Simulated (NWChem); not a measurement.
**PBE0/def2-TZVPPD run of BH (SMILES [BH])**

Aim: the vertical singlet–triplet gap of BH at PBE0/def2-TZVPPD, from 2 runs. 

The results are computed with NWChem 7.3.0.

2 further runs of the same task are left out: 2 set aside as unsound or not needed.

## 1. Starting point

BH: 2 atoms, total charge 0, spin state singlet. SMILES: `[BH]`. The bond length is the measured one.

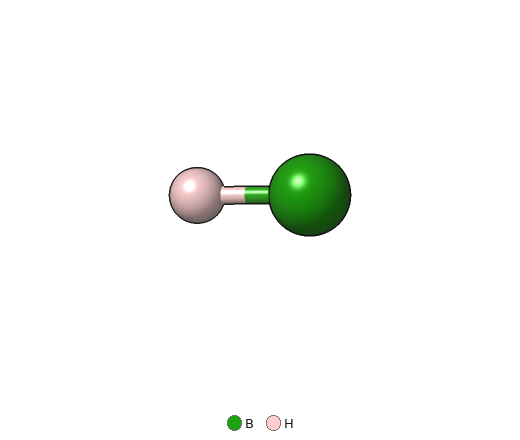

The structure, seen from a chosen angle (boron green, hydrogen pink).

## 2. Energy and gradient at PBE0/def2-TZVPPD

Contents of bh.nw:

```
start bh
memory total 2200 mb
charge 0

geometry units bohr noautosym nocenter noautoz
  B    0.00000000   0.00000000   0.00000000
  H    0.00000000   0.00000000   2.32889848
end

basis spherical bse
  * library def2-TZVPPD
end

dft
  xc pbe0
  grid xfine
  convergence energy 1e-08
  iterations 100
  mulliken
  print low
end

task dft gradient
```

Command:

```console
$ nwchem bh.nw > bh.out
```

The program printed:

```text
[...]
 d= 0,ls=0.0,diis     1    -25.2324148089 -2.74D+01  4.96D-03  7.75D-02     1.1
[...]
 d= 0,ls=0.0,diis     7    -25.2476891621 -3.58D-10  9.70D-08  2.00D-12     6.0
         Total DFT energy =      -25.247689162092
      One electron energy =      -37.236038246796
           Coulomb energy =       14.086138774159
    Exchange-Corr. energy =       -4.244727412563
 Nuclear repulsion energy =        2.146937723108
[...]
      Total Density - Mulliken Population Analysis
     ---------------------------------------------
    Atom       Charge   Shell Charges
 -----------   ------   -------------------------------------------------------
    1 B    5     5.00   0.92  1.05  0.71  0.88  0.21  0.02  0.51  0.51  0.16  0.01  0.02  0.00  0.00
    2 H    1     1.00   0.26  0.52  0.19  0.00  0.01  0.02  0.00
[...]
                         DFT ENERGY GRADIENTS
    atom               coordinates                        gradient
                 x          y          z           x          y          z
   1 B       0.000000   0.000000   0.000000   -0.000000  -0.000000   0.002928
   2 H       0.000000   0.000000   2.328898    0.000000   0.000000  -0.002928
 Task  times  cpu:        8.5s     wall:        8.5s
 Total times  cpu:        8.5s     wall:        8.5s
```

It took 9.3 s on 1 thread of Intel Xeon Platinum 8259CL at 2.50GHz (Skylake/Cascade Lake), shared host; peak memory 0.12 GiB.

## 3. The triplet: a single-point energy at UPBE0/def2-TZVPPD

Contents of work.nw:

```
start work
memory total 2200 mb

geometry noautosym nocenter noautoz
 B        0.000000       0.000000       0.000000
 H        0.000000       0.000000       1.232400
end

basis spherical bse
 * library def2-TZVPPD
end

dft
 xc pbe0
 mult 3
 grid xfine
 convergence energy 1e-08
 iterations 100
 mulliken
 print low
end

task dft energy
```

Command:

```console
$ nwchem work.nw > work.out
```

The program printed:

```text
[...]
 d= 0,ls=0.0,diis     1    -25.1674224621 -2.73D+01  6.98D-03  4.18D-02     1.5
[...]
 d= 0,ls=0.0,diis     8    -25.2141791063 -5.06D-09  5.10D-07  3.63D-10    10.1
[...]
         Total DFT energy =      -25.214179106322
      One electron energy =      -37.214232916654
           Coulomb energy =       14.128013835532
    Exchange-Corr. energy =       -4.274897906568
 Nuclear repulsion energy =        2.146937881368
[...]
      Total Density - Mulliken Population Analysis
     ---------------------------------------------
    Atom       Charge   Shell Charges
 -----------   ------   -------------------------------------------------------
    1 B    5     5.06   0.92  1.06  0.57  0.68  0.10  0.01  0.71  0.76  0.25  0.01  0.01  0.00  0.00
    2 H    1     0.94   0.24  0.48  0.19  0.00  0.02  0.01  0.00
[...]
      <S2> =      2.0014 (Exact =     2.0000)
[...]
```

Wall time 11 s (1 thread of Intel Xeon Platinum 8259CL at 2.50GHz (Skylake/Cascade Lake), shared host); peak memory 0.11 GiB.

## 4. Results

Level: PBE0/def2-TZVPPD.

```
                                        quantity         value
                           singlet: total energy  -25.24769 Eh
               singlet: largest force on an atom    0.151 eV/Å
                           triplet: total energy  -25.21418 Eh
                                   triplet: ⟨S²⟩         2.001
vertical energy of the triplet above the singlet      0.912 eV
```

At this shape the triplet lies 0.91 eV (21.0 kcal/mol) above the singlet.
